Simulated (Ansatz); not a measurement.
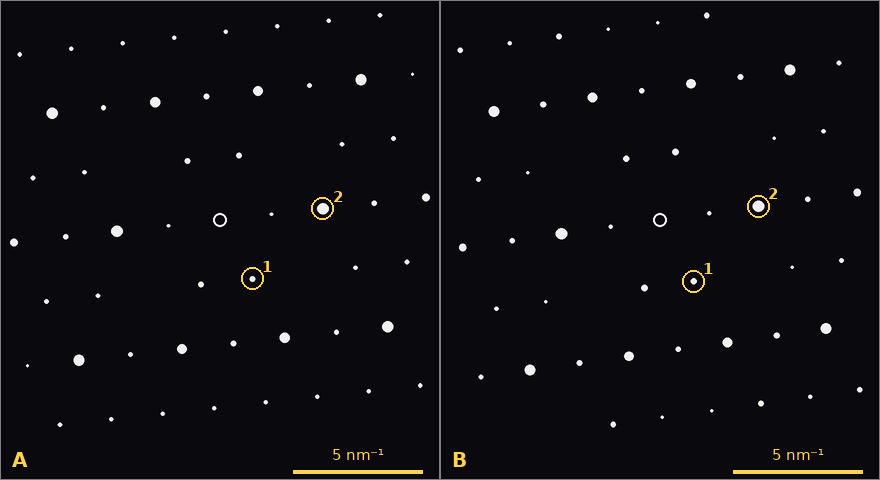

Kinematic electron diffraction patterns (300 kV, B = 0.5 Å², same scale) along [011] of the run's own cell, for the start and the end of one relaxation of SiSe3 with DFT r2SCAN, scalar-relativistic, plane waves, PAW in Ansatz. k mesh 6×6×8. The start is a generated model structure, and the relaxation ends in the nearest stationary point of its symmetry, not necessarily the ground state. Spot 1 is -1 1 -1 and spot 2 is -2 0 0 in both.

Start structure:

```
CELL_PARAMETERS angstrom
5.95987 0.00000 0.00000
-2.97994 5.16140 0.00000
0.00000 0.00000 5.24007
ATOMIC_POSITIONS crystal
Si 0.33333 0.66667 0.25000
Si 0.66667 0.33333 0.75000
Se 0.82176 0.64353 0.25000
Se 0.17824 0.82176 0.75000
Se 0.35647 0.17824 0.25000
Se 0.17824 0.35647 0.75000
Se 0.82176 0.17824 0.25000
Se 0.64353 0.82176 0.75000
```

Question: Which pattern belongs to the start structure, and which to the relaxed one?

Answer: B is the start: its cell gives d(1) = 3.677 Å, d(2) = 2.581 Å and an angle of 69.1°. A is the relaxed structure, with d(1) = 3.819 Å (+3.9 %), d(2) = 2.481 Å (-3.9 %) and 67.4°.

Question: What did the relaxation do to the structure and the energy?

Answer: The volume changed by +5.5 % to 21.26 Å³ an atom; with the mean shift removed, the atoms moved by up to 0.07 Å relative to the cell (Se most); the space group stayed P6_3/mmc (No. 194); the free energy fell by 11 meV an atom. Relaxed cell: a = 5.729 Å, b = 5.729 Å, c = 5.982 Å, α = 90.00°, β = 90.00°, γ = 120.00°.
